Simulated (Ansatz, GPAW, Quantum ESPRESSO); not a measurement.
# The valence band of PH12C6N3 as photoemission sees it, part 7 of 8

Aim: the valence spectrum of PH12C6N3 from He I to hard X-rays, and which orbitals make each feature.

Ansatz 0.2.0, Quantum ESPRESSO 7.5 and GPAW 26.7.0; DFT, LDA, plane-wave PAW, default files, scalar-relativistic (the session's first sound run).

So far. Step 3 (The same cell in Quantum ESPRESSO): At this level the gap is 3.61 eV on the k-mesh of the self-consistent run, which can miss the band edges. Step 6 (Quantum ESPRESSO: bands): On this path the gap is indirect, 3.61 eV, with the valence top at T and the conduction bottom at L. The least direct gap is 3.77 eV.

## Step 7: GPAW, plane waves

This step: DFT, LDA, PAW datasets of GPAW, plane waves, scalar-relativistic (GPAW 26.7.0).

GPAW, with its own PAW datasets and plane waves, is a further check on the main run's cell.

The input, run.py:

```python
import json
import numpy as np
from ase import Atoms
from ase.parallel import paropen
from gpaw import GPAW, PW, FermiDirac, Mixer, MixerDif, setup_paths

atoms = Atoms(['P', 'N', 'N', 'N', 'C', 'C', 'C', 'C', 'C', 'C', 'H', 'H', 'H', 'H', 'H', 'H', 'H', 'H', 'H', 'H', 'H', 'H'],
              cell=[[4.809081, 2.776524, 2.335], [-4.809081, 2.776524, 2.335], [0.0, -5.553049, 2.335]],
              scaled_positions=[[0.0, 0.0, 0.0], [0.2577, 0.5136, 0.2577], [0.5136, 0.2577, 0.2577], [0.2577, 0.2577, 0.5136], [0.48805, 0.48805, 0.2413], [0.48805, 0.2413, 0.48805], [0.2413, 0.48805, 0.48805], [0.0402, 0.3272, 0.0402], [0.3272, 0.0402, 0.0402], [0.0402, 0.0402, 0.3272], [0.638, 0.638, 0.402], [0.638, 0.402, 0.638], [0.402, 0.638, 0.638], [0.5073, 0.5073, 0.0738], [0.5073, 0.0738, 0.5073], [0.0738, 0.5073, 0.5073], [0.3544, 0.0586, 0.8754], [0.8754, 0.3544, 0.0586], [0.0586, 0.8754, 0.3544], [0.0586, 0.3544, 0.8754], [0.3544, 0.8754, 0.0586], [0.8754, 0.0586, 0.3544]],
              pbc=(True, True, True))
params = dict(mode=PW(500),
              xc='LDA',
              kpts={'size': (4, 4, 4), 'gamma': True},
              occupations=FermiDirac(0.02),
              nbands=-40,
              maxiter=200,
              txt='gs.txt')
atoms.calc = calc = GPAW(**params)
atoms.get_potential_energy()
ef = calc.get_fermi_level()
nk, ns = len(calc.get_ibz_k_points()), calc.get_number_of_spins()
out = dict(free=atoms.get_potential_energy(force_consistent=True), ef=ef, nel=calc.get_number_of_electrons(), cell=atoms.cell[:], frac=atoms.get_scaled_positions(wrap=False),
           eig=[[calc.get_eigenvalues(k, s) for k in range(nk)] for s in range(ns)], forces=atoms.get_forces(apply_constraint=False))
dense = calc.fixed_density(kpts={'size': (6, 6, 6), 'gamma': True}, txt='dos.txt')
out['eig_dense'] = [[dense.get_eigenvalues(k, s) for k in range(len(dense.get_ibz_k_points()))] for s in range(ns)]
dos = dense.dos(shift_fermi_level=False)
e = ef + np.arange(-30, 12, 0.05)
out['e'], out['dos'] = e - ef, dos.raw_dos(e, width=0.1)
kpts = [[0.0, 0.0, 0.0], [0.041667, 0.0, 0.0], [0.083333, 0.0, 0.0], [0.125, 0.0, 0.0], ..., [0.5, -0.5, 0.0]]  # list cut here
bands = calc.fixed_density(kpts=kpts, symmetry='off', txt='bands.txt', convergence={'bands': -10})
out['band_e'] = [[bands.get_eigenvalues(k, s) for k in range(len(kpts))] for s in range(ns)]
with paropen('out.json', 'w') as f:
    json.dump(out, f, default=lambda a: a.tolist())
```

The run is started by

```bash
> OMP_NUM_THREADS=1 mpirun -n 2 gpaw python run.py > run.log
```

Numbers of over 12 decimals in the logs are rounded to 6 here.

The log of the run:

```text
__  _  _
 | _ |_)|_||  |
 |__||  | ||/\| - 26.7.0

units:  Angstrom and eV
cores:  2
OpenMP: True

Versions:

Paths:

Git-hashes:

OMP_NUM_THREADS: 1

Environment variables:
  GPAW_CPUPY:          False
  GPAW_DEBUG:          False
  GPAW_MPI_BACKEND:    cgpaw
  GPAW_MPI_OPTIONS:    None
  GPAW_NO_C_EXTENSION: False
  GPAW_NO_GPU_MPI:     False
  GPAW_TRACE:          False
  GPAW_USE_GPUS:       False

Input parameters:
  mode=PW(ecut=500.0),
  kpts=MonkhorstPack(size=(4, 4, 4), gamma=True),
  maxiter=200,
  nbands=-40,
  occupations=Occupations(name='fermi-dirac', width=0.02, fixmagmom=False),
  xc=XC(name='LDA')

Diagonalizing LCAO Hamiltonian
Converting LCAO to pw mode

               H    H      H
                H   CHH
          H      N     N     H
             H  C     C H
             H  C N H  C

                  CP

Atoms  # Å, Bohr magnetons
|    | symbol |         x |         y |        z |    initial magnetic moments |
|----|--------|-----------|-----------|----------|-----------------------------|
|  0 |      P |  0.000000 |  0.000000 | 0.000000 | ( 0.0000,  0.0000,  0.0000) |
|  1 |      N | -1.230644 |  0.710512 | 2.402715 | ( 0.0000,  0.0000,  0.0000) |
|  2 |      N |  1.230644 |  0.710512 | 2.402715 | ( 0.0000,  0.0000,  0.0000) |
|  3 |      N |  0.000000 | -1.421025 | 2.402715 | ( 0.0000,  0.0000,  0.0000) |
|  4 |      C | -0.000000 |  1.370214 | 2.842629 | ( 0.0000,  0.0000,  0.0000) |
|  5 |      C |  1.186641 | -0.685108 | 2.842629 | ( 0.0000,  0.0000,  0.0000) |
|  6 |      C | -1.186641 | -0.685108 | 2.842629 | ( 0.0000,  0.0000,  0.0000) |
|  7 |      C | -1.380206 |  0.796862 | 0.951746 | ( 0.0000,  0.0000,  0.0000) |
|  8 |      C |  1.380206 |  0.796862 | 0.951746 | ( 0.0000,  0.0000,  0.0000) |
|  9 |      C | -0.000000 | -1.593725 | 0.951746 | ( 0.0000,  0.0000,  0.0000) |
| 10 |      H |  0.000000 |  1.310519 | 3.918130 | ( 0.0000,  0.0000,  0.0000) |
| 11 |      H |  1.134943 | -0.655260 | 3.918130 | ( 0.0000,  0.0000,  0.0000) |
| 12 |      H | -1.134943 | -0.655260 | 3.918130 | ( 0.0000,  0.0000,  0.0000) |
| 13 |      H |  0.000000 |  2.407246 | 2.541414 | ( 0.0000,  0.0000,  0.0000) |
| 14 |      H |  2.084737 | -1.203624 | 2.541414 | ( 0.0000,  0.0000,  0.0000) |
| 15 |      H | -2.084737 | -1.203624 | 2.541414 | ( 0.0000,  0.0000,  0.0000) |
| 16 |      H |  1.422526 | -3.714435 | 3.008414 | ( 0.0000,  0.0000,  0.0000) |
| 17 |      H |  2.505531 |  3.089161 | 3.008414 | ( 0.0000,  0.0000,  0.0000) |
| 18 |      H | -3.928057 |  0.625273 | 3.008414 | ( 0.0000,  0.0000,  0.0000) |
| 19 |      H | -1.422526 | -3.714435 | 3.008414 | ( 0.0000,  0.0000,  0.0000) |
| 20 |      H | -2.505531 |  3.089161 | 3.008414 | ( 0.0000,  0.0000,  0.0000) |
| 21 |      H |  3.928057 |  0.625273 | 3.008414 | ( 0.0000,  0.0000,  0.0000) |

Unit cell  # Å
| periodic |         x |         y |        z |  lengths |     angles |
|----------|-----------|-----------|----------|----------|------------|
|      yes |  4.809081 |  2.776524 | 2.335000 | 6.024000 | 105.939995 |
|      yes | -4.809081 |  2.776524 | 2.335000 | 6.024000 | 105.939995 |
|      yes |  0.000000 | -5.553049 | 2.335000 | 6.024000 | 105.939998 |

Number of symmetries: 2
Symmetry operations  # r_c * U_cc + t_c -> r_c
|   | kind |            matrix            |
|---|------|------------------------------|
| 0 |  E   |  1, 0, 0,  0, 1, 0,  0, 0, 1 |
| 1 |  σ   |  0, 1, 0,  1, 0, 0,  0, 0, 1 |

BZ-sampling:
  Number of BZ points: 64
  Number of IBZ points: 24

  Monkhorst-Pack size: [4, 4, 4]
  Monkhorst-Pack shift: [0.125, 0.125, 0.125]

K-points  # in reciprocal-cell coordinates
|     |                                coordinates |     weight |
|-----|--------------------------------------------|------------|
|   0 | (  0.00000000,   0.00000000,   0.00000000) | 0.01562500 |
|   1 | (  0.00000000,   0.00000000,   0.25000000) | 0.03125000 |
|   2 | (  0.00000000,   0.00000000,   0.50000000) | 0.01562500 |
|   3 | (  0.25000000,  -0.25000000,   0.00000000) | 0.03125000 |
|   4 | (  0.25000000,  -0.25000000,   0.25000000) | 0.06250000 |
|   5 | (  0.25000000,  -0.25000000,   0.50000000) | 0.03125000 |
|   6 | (  0.25000000,   0.00000000,  -0.25000000) | 0.06250000 |
|   7 | (  0.25000000,   0.00000000,   0.00000000) | 0.06250000 |
|   8 | (  0.25000000,   0.00000000,   0.25000000) | 0.06250000 |
|   9 | (  0.25000000,   0.00000000,   0.50000000) | 0.06250000 |
| ... |                                            |            |
|  23 | (  0.50000000,   0.50000000,   0.50000000) | 0.01562500 |

Plane wave coefficients: 4778
Cutoff: 500.0 eV

Spin-components: 1 (collinear spins)
Bands:           68
Projectors:      86
Spin-degeneracy: 2
Datatype:        complex128

  Storage: CPU
  Wave functions: 123_222_528 bytes (61_611_264 per core)
  Projectors: 88_792_704 bytes (44_396_352 per core)

Parallelization:
  kpt:    2
  domain: 1
  band:   1

Density:
  Valence electrons: 56.0
  Components: 1
  Grid points: [32 32 32]
  Charge: 0.0  # |e|

Potential:
  Grid points: [32 32 32]

species:
  P:
    name:    Phosphorus
    Z:       15.0
    valence: 5
    core:    10
    charge:  0.0  # [|e|]
    file:    P.LDA.gz
    compensation charges:
      type: gauss
      rc: 0.30  # [Å]
      lmax: 2
    cutoffs:
      filter: 1.69  # [Å]
      core: 1.81  # [Å]
    projectors
    | kind |    occ | energy [eV] | rcut [Å] |
    |------|--------|-------------|----------|
    |   3s |  2.000 |     -14.015 |    0.953 |
    |   3p |  3.000 |      -5.596 |    0.953 |
    |    s |        |      13.197 |    0.953 |
    |    p |        |      21.615 |    0.953 |
    |    d |        |       0.000 |    0.953 |

    Using partial waves for P as LCAO basis

  N:
    name:    Nitrogen
    Z:       7.0
    valence: 5
    core:    2
    charge:  0.0  # [|e|]
    file:    N.LDA.gz
    compensation charges:
      type: gauss
      rc: 0.18  # [Å]
      lmax: 2
    cutoffs:
      filter: 1.11  # [Å]
      core: 0.96  # [Å]
    projectors
    | kind |    occ | energy [eV] | rcut [Å] |
    |------|--------|-------------|----------|
    |   2s |  2.000 |     -18.420 |    0.603 |
    |   2p |  3.000 |      -7.237 |    0.529 |
    |    s |        |       8.791 |    0.603 |
    |    p |        |      19.974 |    0.529 |
    |    d |        |       0.000 |    0.577 |

    Using partial waves for N as LCAO basis

  C:
    name:    Carbon
    Z:       6.0
    valence: 4
    core:    2
    charge:  0.0  # [|e|]
    file:    C.LDA.gz
    compensation charges:
      type: gauss
      rc: 0.20  # [Å]
      lmax: 2
    cutoffs:
      filter: 1.14  # [Å]
      core: 1.14  # [Å]
    projectors
    | kind |    occ | energy [eV] | rcut [Å] |
    |------|--------|-------------|----------|
    |   2s |  2.000 |     -13.639 |    0.635 |
    |   2p |  2.000 |      -5.414 |    0.635 |
    |    s |        |      13.573 |    0.635 |
    |    p |        |      21.797 |    0.635 |
    |    d |        |       0.000 |    0.635 |

    Using partial waves for C as LCAO basis

  H:
    name:    Hydrogen
    Z:       1.0
    valence: 1
    core:    0
    charge:  0.0  # [|e|]
    file:    H.LDA.gz
    compensation charges:
      type: gauss
      rc: 0.15  # [Å]
      lmax: 2
    cutoffs:
      filter: 0.85  # [Å]
      core: 0.53  # [Å]
    projectors
    | kind |    occ | energy [eV] | rcut [Å] |
    |------|--------|-------------|----------|
    |   1s |  1.000 |      -6.353 |    0.476 |
    |    s |        |      20.858 |    0.476 |
    |    p |        |       0.000 |    0.476 |

    Using partial waves for H as LCAO basis

Reference energy: -19943.591865  # eV

eigensolver:
  PPCG
  Converge bands: occupied
  niter=2

density mixing:
  MSR1-Mixer
  Pratt-step length: 0.05
  Maximum mixing coefficient: 0.75
  Old densities: 10
  SVD Regularization: 0.005
  Good broyden scale: 1.0
  Trust region scale: 1.0
  Backstep threshold: 4.0
  History deletion threshold: 6.0
  Fourier metric: weight=20.0, sigma=0.015

occupation numbers:
  Fermi-Dirac:
    width: 0.0200  # eV

poisson solver:
  ecut: 4000.0  # eV

xc functional:
  name: None

Initialization done in: 2.756 s

convergence criteria:
- Maximum [total energy] change in last 3 cyles: 0.0005 eV / valence electron
- Maximum integral of absolute [dens]ity change: 0.0001 electrons / valence electron
- Maximum integral of absolute [eigenst]ate change: 4e-08 eV^2 / valence electron
maximum number of iterations: 200

SCF iterations
|iter     |     time |      energy | eigst |  dens |
|---------|----------|-------------|-------|-------|
|iter:   1|       0s | -143.262890 | +1.03 |       |
|iter:   2|       6s | -143.497488 | -1.08 | -0.68 |
|iter:   3|      11s |-21617295.629997 | +6.51 | -0.68 |
|iter:   4|      17s |  -90.880192 | +2.31 | +2.19 |
|iter:   5|      23s | -120.100531 | +1.54 | -0.05 |
|iter:   6|      28s | -136.590155 | -0.04 | -0.82 |
|iter:   7|      33s | -135.213150 | -1.82 | -1.23 |
|iter:   8|      39s | -134.911416 | -1.79 | -1.46 |
|iter:   9|      44s | -134.744306 | -2.65 | -1.61 |
|iter:  10|      50s | -134.742182 | -4.08 | -2.13 |
|iter:  11|      55s | -134.741163c| -4.50 | -2.73 |
|iter:  12|      61s | -134.741089c| -6.06 | -3.31 |
|iter:  13|      66s | -134.741072c| -6.41 | -3.71 |
|iter:  14|      72s | -134.741072c| -8.16c| -4.32c|

Converged in 14 steps
SCF loop duration: 77.129 s (5.509 s/step)
Energy contributions relative to reference atoms: (reference = -19943.591865)

Energy contributions:
  Kinetic:         130.068124
  Coulomb:        -130.239071
  Zero:             -0.156798
  External:          0.000000
  Xc:             -134.413327
  Entropy:           0.000000
  Spinorbit:         0.000000
  ----------------------------
  Free energy:    -134.741072
  Extrapolated:   -134.741072

dipole moment: (-0.000000, -0.000041, -41.951004)  # |e|*Ang

Fermi level: 3.959
Eigenvalues  # (at kpt = [0.000, 0.000, 0.000])
| band index |      eig [eV] | occ [0-2] |
|------------|---------------|-----------|
|          0 |       -18.728 |     2.000 |
|        ... |               |           |
|         20 |        -2.767 |     2.000 |
|         21 |        -2.724 |     2.000 |
|         22 |        -2.177 |     2.000 |
|         23 |        -2.177 |     2.000 |
|         24 |        -1.906 |     2.000 |
|         25 |         0.684 |     2.000 |
|         26 |         1.011 |     2.000 |
|         27 |         1.011 |     2.000 |
|         28 |         5.514 |     0.000 |
|         29 |         6.578 |     0.000 |
|         30 |         6.578 |     0.000 |
|         31 |         7.477 |     0.000 |
|         32 |         7.805 |     0.000 |
|         33 |         7.805 |     0.000 |
|         34 |         7.838 |     0.000 |
|         35 |         7.838 |     0.000 |
|        ... |               |           |
|         67 |        18.121 |     0.000 |

Gap: 3.596 eV
Transition (v -> c):
  (s=0, k=22, n=27, [0.50, 0.50, 0.25]) -> (s=0, k=2, n=28, [0.00, 0.00, 0.50])
Direct/indirect transitions are different
Direct gap: 3.757 eV
Transition at: (s=0, k=14, n=27, [0.50, 0.00, 0.00])

Forces  # eV/Ang
|        x |        y |        z |
|----------|----------|----------|
|  0.00000 | -0.00005 | -0.46623 |  # P    0
|  0.13218 | -0.07639 | -0.27285 |  # N    1
| -0.13218 | -0.07639 | -0.27285 |  # N    2
|  0.00000 |  0.15261 | -0.27307 |  # N    3
|  0.00000 | -1.32390 | -0.35328 |  # C    4
| -1.14661 |  0.66210 | -0.35322 |  # C    5
|  1.14661 |  0.66210 | -0.35322 |  # C    6
|  0.69739 | -0.40263 |  0.71930 |  # C    7
| -0.69739 | -0.40263 |  0.71930 |  # C    8
|  0.00000 |  0.80528 |  0.71941 |  # C    9
|  0.00000 |  0.07155 |  1.09877 |  # H   10
|  0.06197 | -0.03575 |  1.09878 |  # H   11
| -0.06197 | -0.03575 |  1.09878 |  # H   12
| -0.00000 |  0.81258 | -0.42275 |  # H   13
|  0.70377 | -0.40631 | -0.42277 |  # H   14
| -0.70377 | -0.40631 | -0.42277 |  # H   15
|  0.05089 |  0.89670 | -0.30781 |  # H   16
| -0.80203 | -0.40428 | -0.30781 |  # H   17
|  0.75116 | -0.49245 | -0.30783 |  # H   18
| -0.05089 |  0.89670 | -0.30781 |  # H   19
|  0.80203 | -0.40428 | -0.30781 |  # H   20
| -0.75116 | -0.49245 | -0.30783 |  # H   21

Force computation time: 1.028  # s
```

The job ended after 5.8 min (2 MPI ranks of Arm Neoverse V2, shared host).

Numbers from this step:

```
free energy                  : -134.7411 eV
Fermi energy                 : 3.959 eV
gap on the path              : 3.596 eV
least direct gap on the path : 3.757 eV
valence top on path          : -0.0031 eV
gap from the DOS mesh        : 3.593 eV
```

Electronic bands along the path, in eV, zero at the valence-band maximum; v1 is the highest filled band, c1 the lowest empty one:

| point | v4 | v3 | v2 | v1 | c1 | c2 | c3 | c4 |
| --- | --- | --- | --- | --- | --- | --- | --- | --- |
| Γ | -3.50 | -0.91 | -0.59 | -0.59 | 3.92 | 4.98 | 4.98 | 5.88 |
| L | -3.77 | -0.59 | -0.48 | -0.16 | 3.59 | 4.37 | 5.22 | 5.42 |
| T | -3.85 | -0.34 | 0.00 | 0.00 | 3.77 | 3.77 | 5.23 | 5.38 |
| P0 | -3.64 | -0.72 | -0.24 | -0.24 | 4.09 | 4.09 | 4.62 | 5.44 |
| jump to P2 | -3.64 | -0.72 | -0.24 | -0.24 | 4.09 | 4.09 | 4.62 | 5.44 |
| Γ | -3.50 | -0.91 | -0.59 | -0.59 | 3.92 | 4.98 | 4.98 | 5.88 |
| F | -3.48 | -0.84 | -0.44 | -0.01 | 4.19 | 4.21 | 4.64 | 5.01 |

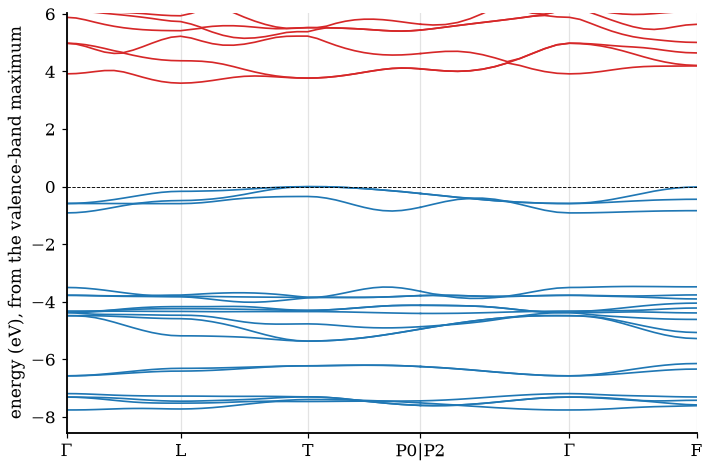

Electronic bands along the path; lines of filled and empty bands in two colours.

The DOS has structure finer than the step of the table below, so its rows give means over 1 eV, whole bins alone (the curve runs from -21.6 to 7.91 eV). Peaks (eV: height): -17.8: 21.3, -12.8: 16.2, -11.2: 18.3, -7.4: 19.0, -6.3: 12.7, -4.3: 18.1, -3.8: 18.8.

DOS against E, zero at the valence-band maximum; means over each step:

| E (eV) | DOS (states/eV/cell) |
| --- | --- |
| -21 | 0.0150 |
| -20 | 1.99 |
| -19 | 0 |
| -18 | 4.00 |
| -17 | 0.00150 |
| -16 | 0 |
| -15 | 0.202 |
| -14 | 1.80 |
| -13 | 4.00 |
| -12 | 0.00147 |
| -11 | 4.10 |
| -10 | 1.90 |
| -9 | 1.99 |
| -8 | 3.24 |
| -7 | 5.13 |
| -6 | 3.63 |
| -5 | 5.57 |
| -4 | 12.1 |
| -3 | 0.363 |
| -2 | 0 |
| -1 | 2.16 |
| 0 | 3.84 |
| 1 | 0 |
| 2 | 0 |
| 3 | 0.00453 |
| 4 | 3.67 |
| 5 | 4.84 |
| 6 | 5.44 |
| 7 | 4.82 |

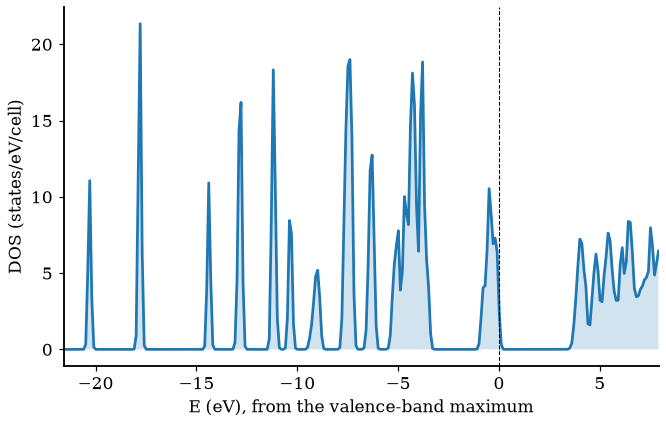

DOS against E.

## Step 8: Cross-check between programs

Each program ran the same cell and functional with its own potentials and basis. Levels are from each run's zero of energy.

| quantity | Ansatz | QE | GPAW |
| --- | --- | --- | --- |
| gap on the path (eV) | 3.61 | 3.61 | 3.60 |

(Continued in part 8 of 8.)

[Logs are printed without paths, hosts, clocks, repeated set-up lines and the standing remarks that a program may print on its own settings, such as how far it seeks lower states.]

[Hosts, paths, dates, database ids (printed as entryN), source tags and the programs' standing remarks are cut or masked in the printed files.]

[Maps of the electrostatic potential energy from Ansatz leave out the sawtooth potential of an applied field or a dipole correction, so their vacuum need not be flat; work functions include it.]

[Peak lists hold at most the 14 tallest peaks of each spectrum; further lines can be left out.]
